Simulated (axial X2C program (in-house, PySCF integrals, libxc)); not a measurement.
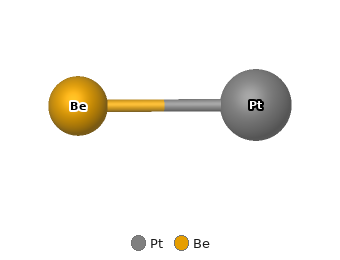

Fig. 1: The molecule at the reference distance of 1.875 Å.

## Run report: PtBe, relativistic diatomic calculation

PtBe, single determinant with Ω = 0. Computed at this level: PBE0, two-component X2C with atomic mean-field Coulomb and Gaunt terms, Pt dyall-cv3z, Be dyall-cv3z (cores contracted) (axial X2C program (in-house, PySCF integrals, libxc)).

**Log**
```
two-component X2C + atomic mean field  PBE0
basis functions 232  fitting functions 1108  grid points 5073
iter        total energy     max residual
   1     -18432.081488751     1.63e-05
   2     -18432.081488752     6.44e-06
converged
one-electron -25432.01316829  Coulomb 7292.81048234  exact exchange -89.58788734  xc functional -274.45475096  nuclear repulsion 88.05508790  atomic mean-field constant -16.89125240
```

**The points of the curve**

| R (Å) | E (hartree) | dipole (D; origin at the first atom, positive when the second is positive) | highest filled (eV) | lowest empty (eV) |
| --- | --- | --- | --- | --- |
| 1.762 | −18432.076341 | 0.90 | −5.86 | −2.91 |
| 1.819 | −18432.080396 | 0.94 | −5.79 | −2.99 |
| 1.875 | −18432.081489 | 0.98 | −5.73 | −3.06 |
| 1.941 | −18432.079859 | 1.01 | −5.66 | −3.13 |
| 2.006 | −18432.075924 | 1.03 | −5.60 | −3.20 |
| 2.091 | −18432.068503 | 1.04 | −5.54 | −3.28 |

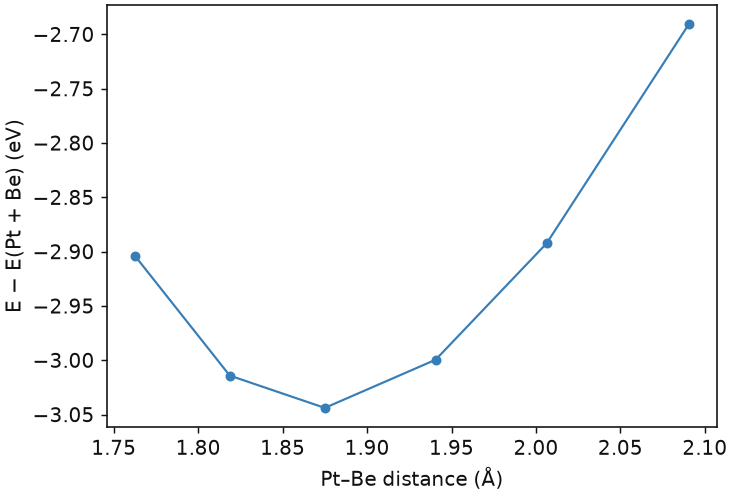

Fig. 2: Energy at 6 bond lengths, for one set of occupations held fixed; the line joins the points. A polynomial of degree 4 through 6 points gives rₑ = 1.871 Å, ωₑ = 798.5 cm⁻¹, ωₑxₑ = 4.3 cm⁻¹ and Bₑ = 0.5591 cm⁻¹. The minimum lies 3.04 eV below Pt + Be, each computed as one determinant at the same level.

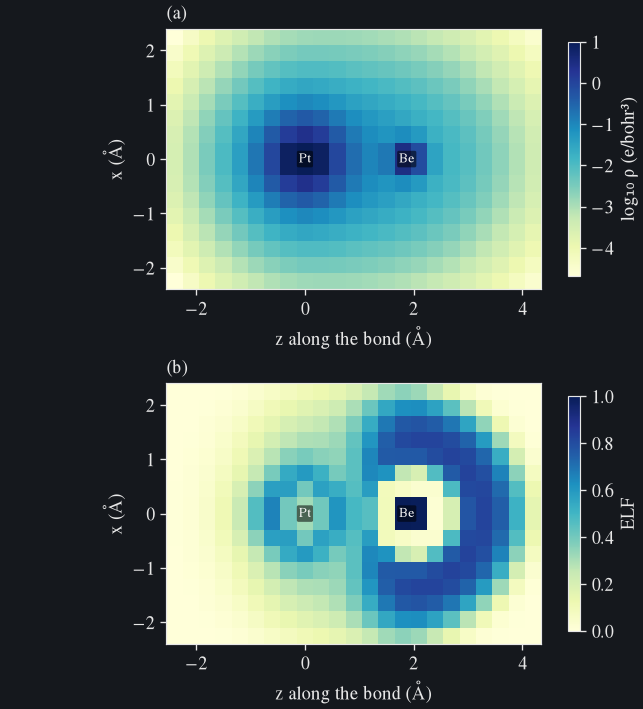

Fig. 3: (a) electron density on a logarithmic scale; (b) electron localisation function, in a plane that holds the axis, at 1.88 Å, on points 0.3 Å apart (one half computed, the other mirrored); the structure near the nuclei is finer than these points.

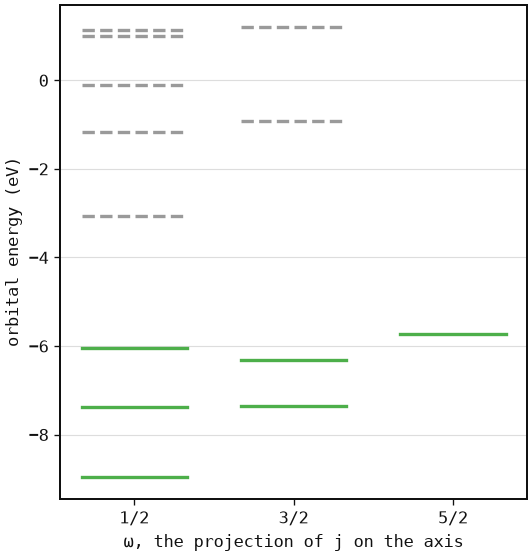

Fig. 4: Orbital energies near the frontier at 1.88 Å, filled (solid) and empty (dashed); the Kramers partners at −ω are degenerate and not drawn. The highest filled spinor (5/2; 99 % Pt d) lies at −5.73 eV, the lowest empty one (1/2; 51 % Be p, 19 % Pt p) at −3.06 eV.

**The input**
```
{"zs": [78, 4], "q": 0, "bas": ["dyall-cv3z", "dyall-cv3z"], "levels": ["PBE0", "HF", "B3LYP"], "cc": true, "r0": 2.25, "thr": -2.0, "nmax": 90, "npts": 10, "nst": 2, "ntry": 6}
```

The line is the task of a batch: nuclear charges, charge, bases, the levels to run, a first guess of the distance and further settings. This report covers PBE0 with spin-orbit coupling. The log is that of the reference distance 1.875 Å, started from orbitals converged before.

Launched within a batch (the task file carries these settings):
```bash
python <driver script> task.json out
```

**Results in brief**

```tsv
quantity	value
outcome	converged
bond length rₑ	1.871 Å
ωₑ	798.5 cm⁻¹
energy at the minimum	−18432.08149 hartree
depth below the fragments	3.04 eV
hardware	1 thread of Arm Neoverse V1, 24 GiB of memory available, shared host
wall time	11 s
peak memory	0.82 GiB
```

**Remarks**

Limits: 6 of the 10 points asked for were kept.
